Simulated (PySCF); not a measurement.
**U-wB97X-V/STO-3G run of BHBr (SMILES [BH]Br)**

What is the vertical ionisation energy of BHBr at U-wB97X-V/STO-3G? Input form: a Python script.

Program for the calculation: PySCF 2.14.0.

14 further runs of the same task are left out: 4 that didn't finish, 10 set aside as unsound or not needed.

**1. The structure to begin with**

The species is BHBr (3 atoms), meant as a doublet with charge 0. SMILES: `[BH]Br`. The coordinates come from a PBE0-D4/def2-TZVP relaxation.

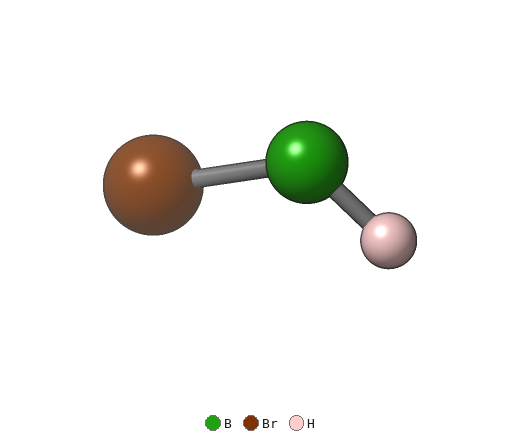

The structure, seen from a chosen angle (boron green, bromine brown, hydrogen pink).

**2. A single-point energy at U-wB97X-V/STO-3G**

job.py

```python
from pyscf import gto, dft

mol = gto.M(
    atom='''
B     -0.094500    -0.523000    -0.115700
Br     1.181000     0.563200     0.709800
H     -1.097400    -0.105000    -0.607300
''',
    verbose=3,
    charge=0,
    max_memory=1860,
    spin=1,
    basis='sto-3g',
)

ks = dft.UKS(mol)
ks.xc = 'wb97x-v'
ks.conv_tol = 1e-10
ks.grids.level = 5
ks.nlcgrids.level = 1
ks.kernel()
if not ks.converged:
    ks = ks.newton().run(ks.mo_coeff, ks.mo_occ)

e_tot = ks.e_tot
print('E = %.10f Eh' % e_tot)
```

Command:

```
$ OMP_NUM_THREADS=1 python job.py
```

What it wrote:

```text
WARN: HOMO -0.149741465950439 >= LUMO -0.149741465950438

converged SCF energy = -2570.89180610022  <S^2> = 0.75177137  2S+1 = 2.0017706
E = -2570.8918061002 Eh
```

Run time: 21 s. Hardware: 1 thread of Arm Neoverse N1, shared host; peak memory 0.21 GiB.

**3. The singlet cation at the same level**

mol.xyz

```xyz
3

B     -0.094500    -0.523000    -0.115700
Br     1.181000     0.563200     0.709800
H     -1.097400    -0.105000    -0.607300
```

job.py

```python
from pyscf import gto, dft

mol = gto.Mole()
mol.atom = 'mol.xyz'
mol.verbose = 4
mol.max_memory = 1860
mol.basis = 'sto-3g'
mol.charge = 1
mol.build()

mf = dft.RKS(mol, xc='wb97x-v')
mf.nlcgrids.level = 1
mf.conv_tol = 1e-10
mf.grids.level = 5
mf.kernel()
if not mf.converged:
    mf = mf.newton().run(mf.mo_coeff, mf.mo_occ)

energy = mf.e_tot
print('E = %.10f Eh' % energy)
```

Command:

```
$ OMP_NUM_THREADS=1 python job.py
```

What it wrote:

```text
PySCF version 2.14.0

[INPUT] num. atoms = 3
[INPUT] num. electrons = 40
[INPUT] charge = 1
[INPUT] spin (= nelec alpha-beta = 2S) = 0
[INPUT] symmetry False subgroup None
[INPUT] Mole.unit = angstrom
[INPUT] Symbol           X                Y                Z      unit          X                Y                Z       unit  Magmom
[INPUT]  1 B     -0.094500000000  -0.523000000000  -0.115700000000 AA   -0.178579118771  -0.988326763148  -0.218641312612 Bohr   0.0
[INPUT]  2 Br     1.181000000000   0.563200000000   0.709800000000 AA    2.231766553111   1.064293753355   1.341327603216 Bohr   0.0
[INPUT]  3 H     -1.097400000000  -0.105000000000  -0.607300000000 AA   -2.073785449098  -0.198421243079  -1.147630675448 Bohr   0.0

nuclear repulsion = 58.6237283812187
number of shells = 12
number of NR pGTOs = 72
number of NR cGTOs = 24
basis = sto-3g
ecp = {}

******** <class 'pyscf.dft.rks.RKS'> ********
method = RKS
initial guess = minao
damping factor = 0
level_shift factor = 0
DIIS = <class 'pyscf.scf.diis.CDIIS'>
diis_start_cycle = 1
diis_space = 8
diis_damp = 0
SCF conv_tol = 1e-10
SCF conv_tol_grad = None
SCF max_cycles = 50
direct_scf = True
direct_scf_tol = 1e-13
XC library pyscf.dft.libxc version 7.0.0
    S. Lehtola, C. Steigemann, M. J.T. Oliveira, and M. A.L. Marques.,  SoftwareX 7, 1–5 (2018)
XC functionals = wb97x-v
    N. Mardirossian and M. Head-Gordon.,  Phys. Chem. Chem. Phys. 16, 9904-9924 (2014)
radial grids:
    Treutler-Ahlrichs [JCP 102, 346 (1995); DOI:10.1063/1.469408] (M4) radial grids

becke partition: Becke, JCP 88, 2547 (1988); DOI:10.1063/1.454033
pruning grids: <function nwchem_prune>
grids dens level: 5
symmetrized grids: False
atomic radii adjust function: <function treutler_atomic_radii_adjust>
** Following is NLC and NLC Grids **
NLC functional = wb97x-v
radial grids:
    Treutler-Ahlrichs [JCP 102, 346 (1995); DOI:10.1063/1.469408] (M4) radial grids

becke partition: Becke, JCP 88, 2547 (1988); DOI:10.1063/1.454033
pruning grids: <function nwchem_prune>
grids dens level: 1
symmetrized grids: False
atomic radii adjust function: <function treutler_atomic_radii_adjust>
small_rho_cutoff = 0
Set gradient conv threshold to 1e-05
Initial guess from minao.
tot grids = 111440
tot grids = 14984
init E= -2567.39639293712
  HOMO = -0.532558385849957  LUMO = -0.149741465950444  gap/eV = 10.41698
cycle= 1 E= -2570.43575293311  delta_E= -3.04  |g|= 0.559  |ddm|= 1.95
  HOMO = -0.575840059566126  LUMO = -0.385294625459873  gap/eV = 5.18501
cycle= 2 E= -2570.12071783774  delta_E= 0.315  |g|= 1.24  |ddm|=  2.7
  HOMO = -0.621541943411497  LUMO = -0.303179913183989  gap/eV = 8.66307
cycle= 3 E= -2570.64019267279  delta_E= -0.519  |g|= 0.034  |ddm|= 1.53
  HOMO = -0.652310935962256  LUMO = -0.270518762740866  gap/eV = 10.38909
cycle= 4 E= -2570.64111784753  delta_E= -0.000925  |g|= 0.00998  |ddm|= 0.0907
  HOMO = -0.65093267842723  LUMO = -0.273120365696686  gap/eV = 10.28080
cycle= 5 E= -2570.64121263898  delta_E= -9.48e-05  |g|= 0.00319  |ddm|= 0.0294
  HOMO = -0.649702375945537  LUMO = -0.273795184125041  gap/eV = 10.22896
cycle= 6 E= -2570.64122321477  delta_E= -1.06e-05  |g|= 0.00068  |ddm|= 0.0107
  HOMO = -0.649616053681523  LUMO = -0.273955342790008  gap/eV = 10.22225
cycle= 7 E= -2570.64122406716  delta_E= -8.52e-07  |g|= 0.000106  |ddm|= 0.00401
  HOMO = -0.649633623438303  LUMO = -0.273934213387798  gap/eV = 10.22330
cycle= 8 E= -2570.64122407424  delta_E= -7.08e-09  |g|= 1.62e-05  |ddm|= 0.000249
  HOMO = -0.649639463992095  LUMO = -0.273931689917746  gap/eV = 10.22353
cycle= 9 E= -2570.64122407446  delta_E= -2.22e-10  |g|= 5.44e-06  |ddm|= 4.51e-05
  HOMO = -0.649641150968114  LUMO = -0.273929913163042  gap/eV = 10.22362
cycle= 10 E= -2570.64122407449  delta_E= -3.27e-11  |g|= 7.11e-07  |ddm|= 2.45e-05
  HOMO = -0.649641056014404  LUMO = -0.273929984800375  gap/eV = 10.22362
Extra cycle  E= -2570.64122407449  delta_E= 9.09e-13  |g|= 3.87e-07  |ddm|= 2.52e-06
converged SCF energy = -2570.64122407449
E = -2570.6412240745 Eh
```

Wall time 18 s (1 thread of Arm Neoverse N1, shared host); peak memory 0.2 GiB.

**4. Summary of results**

At U-wB97X-V/STO-3G:

| quantity | value |
| --- | --- |
| doublet BHBr: total energy | -2570.89181 Eh |
| doublet BHBr: dipole moment | 0.33 D |
| doublet BHBr: HOMO energy (highest over α and β) | -5.86 eV |
| doublet BHBr: LUMO energy (lowest over α and β) | 3.85 eV |
| doublet BHBr: ⟨S²⟩ | 0.752 |
| singlet cation: total energy | -2570.64122 Eh |
| singlet cation: HOMO energy | -17.68 eV |
| singlet cation: LUMO energy | -7.45 eV |
| singlet cation: HOMO–LUMO gap | 10.22 eV |
| vertical ionisation energy (to the singlet cation) | 6.819 eV |

What this shows: The vertical ionisation energy comes to 6.82 eV (157 kcal/mol). Only the singlet of the ionised species was computed; a triplet could lie lower. In a minimal basis such a difference can be off by several eV, whatever the method.
